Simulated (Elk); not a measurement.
**Converging shifted k-point meshes: Pb (Fm-3m, 1 atom in the cell)**

```
CELL_PARAMETERS angstrom
      0.00000     2.46758     2.46758
      2.46758     0.00000     2.46758
      2.46758     2.46758     0.00000
ATOMIC_POSITIONS crystal
  Pb 0.00000 0.00000 0.00000
```

Method of the run: PBE, all-electron FP-LAPW, Elk's shipped species files, default APW+lo basis in Elk.

Base settings: xctype = 20; swidth = 0.00367493 Ha; ngridk = 8 8 8; maxscl = 100.

In this ladder: vkloff = 0.5 0.5 0.5.

Only quantities that move along the ladder and can be compared are tabulated.

The starting cell has typed, rounded lattice constants, without a prior relaxation at this level. Its lattice was rescaled by up to half a per cent. Values depend on the basis (sphere radii, cutoffs, local orbitals), which need not be converged.

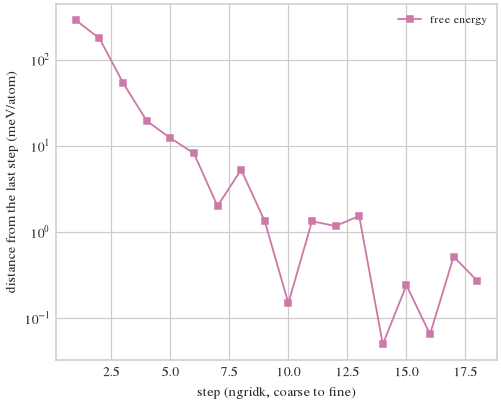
Fig. 1. Distance from the last step along the ladder; very small values are drawn at a floor.

| ngridk | free energy less the last step's (meV/atom) |
|---|---|
| 2 2 2 | 287.43 |
| 3 3 3 | 177.07 |
| 4 4 4 | 53.97 |
| 5 5 5 | 19.58 |
| 6 6 6 | -12.36 |
| 7 7 7 | -8.21 |
| 8 8 8 | 2.01 |
| 9 9 9 | 5.30 |
| 10 10 10 | 1.34 |
| 11 11 11 | 0.15 |
| 12 12 12 | -1.34 |
| 13 13 13 | -1.18 |
| 15 15 15 | 1.54 |
| 16 16 16 | 0.03 |
| 18 18 18 | -0.24 |
| 20 20 20 | 0.07 |
| 22 22 22 | 0.52 |
| 25 25 25 | 0.27 |
| 28 28 28 | 0.00 |

State of the free energy at the end of the ladder: still drifting one way, by 0.52 meV/atom over the last two steps, so the last step is no safe reference.
